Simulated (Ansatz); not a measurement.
Bond stretch in NaN, lowest triplet found (which spin is the ground state isn't settled by this scan).

UKS-PBE0 = unrestricted PBE0/aug-cc-pVDZ run with Ansatz (an electronic-structure program); ROCCSDT = Ansatz with CCSDT on ROHF/aug-cc-pVDZ, frozen core; ROMP2 = MP2 on ROHF/aug-cc-pVDZ, frozen core run with Ansatz; UKS-PBE = unrestricted PBE/aug-cc-pVDZ (Ansatz).

Energies are in kcal/mol, each relative to the lowest point of its own curve between 1.97 and 2.82 Å, where full CI is lowest.

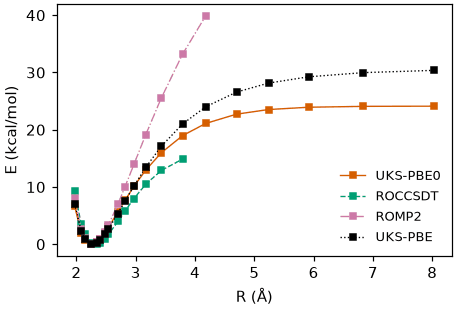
Fig. 1. Energy against bond length for each method.

| R / Å | UKS-PBE0 | ROCCSDT | ROMP2 | UKS-PBE |
|---|---|---|---|---|
| 1.97 | 6.7 | 9.3 | 8.1 | 7.1 |
| 2.08 | 2.0 | 3.5 | 2.7 | 2.3 |
| 2.14 | 0.8 | 1.7 | 1.1 | 0.9 |
| 2.25 | 0.0 | 0.2 | 0.0 | 0.0 |
| 2.34 | 0.4 | 0.0 | 0.3 | 0.3 |
| 2.39 | 0.9 | 0.2 | 0.8 | 0.7 |
| 2.48 | 2.0 | 1.0 | 2.2 | 1.8 |
| 2.54 | 3.0 | 1.7 | 3.4 | 2.6 |
| 2.70 | 5.7 | 4.0 | 7.0 | 5.4 |
| 2.82 | 7.7 | 5.8 | 10.0 | 7.5 |
| 2.97 | 10.1 | 8.0 | 14.0 | 10.2 |
| 3.17 | 13.0 | 10.5 | 19.2 | 13.4 |
| 3.43 | 16.0 | 12.9 | 25.5 | 17.1 |
| 3.79 | 19.0 | 14.9 | 33.2 | 21.0 |
| 4.18 | 21.1 | — | 39.9 | 24.0 |
| 4.70 | 22.7 | — | — | 26.6 |
| 5.24 | 23.5 | — | — | 28.1 |
| 5.92 | 23.9 | — | — | 29.2 |
| 6.84 | 24.1 | — | — | 30.0 |
| 8.03 | 24.1 | — | — | 30.4 |

At the longest distance, 8.03 Å, UKS-PBE lies highest above its minimum (30.4 kcal/mol) and UKS-PBE0 lowest (24.1 kcal/mol).

Dashes: no converged value, or the column stops at the first point that the program doubted or that broke a chosen test of continuity, which isn't proof of a fault.

The scan ran from 1.72 to 8.03 Å; beyond the distances shown full CI changes its symmetry label. The unrestricted determinant behind UKS-PBE0 is spin-contaminated at 2.14 to 8.03 Å (<S²> up to 3.0, against 2.00 for a pure triplet). The T1 diagnostic of CCSD on the restricted reference of ROCCSDT, ROMP2 exceeds 0.045 at 1.97 to 5.92 Å. The unrestricted determinant behind UKS-PBE is spin-contaminated at 2.25 to 8.03 Å (<S²> up to 2.9, against 2.00 for a pure triplet).
